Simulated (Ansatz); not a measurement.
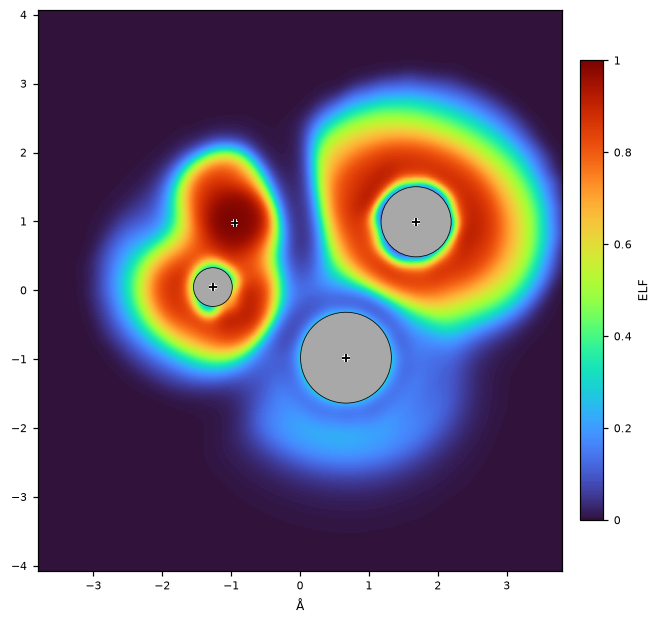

The electron localisation function on a plane through atoms (crosses mark nuclei in the plane; grey discs cover the cores).

The calculation used RKS revPBE/def2-SVP in Ansatz 0.2.0.

Candidates:
A. ClF3Hf
B. Cl2GaH3O

> Which candidate gave the map?

Candidate B: Cl2GaH3O on the plane of atoms Cl4, Ga1 and O5, which holds Ga, Cl, O and H. Ga–O (2.19 Å): the ELF peaks at about 0.90 in the valence shell of O, 0.6 Å from its nucleus, and is about 0.20 at the midpoint. O–H (0.98 Å): the ELF climbs to about 1 towards the hydrogen, as it does in any bond to H (an ordinary covalent bond to hydrogen).
